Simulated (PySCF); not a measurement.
SMILES c1cc(sc1C=C)C=C at its GFN2-xTB optimised geometry (Å):

```
17

C     -2.2939    -2.8961     0.0000
C     -0.9644    -2.9420     0.0000
C     -0.0989    -1.7958     0.0000
C      1.2742    -1.7958     0.0000
C      1.8322    -0.5110     0.0000
C      0.8948     0.4924     0.0000
C      1.1419     1.9072     0.0000
C      0.2011     2.8477     0.0000
S     -0.7132    -0.1691     0.0000
H     -2.8224    -1.9571     0.0001
H     -2.8911    -3.7905     0.0000
H     -0.4492    -3.8946     0.0000
H      1.8571    -2.7004     0.0000
H      2.8911    -0.3195     0.0000
H      2.1899     2.1805     0.0000
H      0.4471     3.8946     0.0000
H     -0.8459     2.5930     0.0000
```

Computed with PySCF 2.14.0 with CAM-B3LYP/def2-SVP. Cells within 0.4 Å of a nucleus heavier than hydrogen are left out (blank, or x).

Map of the electron localisation function on the plane z = 0.0 Å:

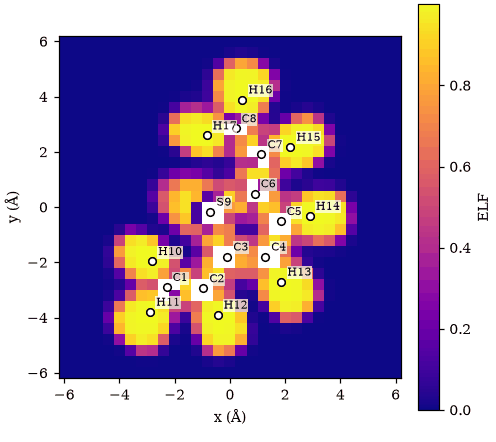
Fig. 1. Electron localisation function on the plane z = 0.0 Å.
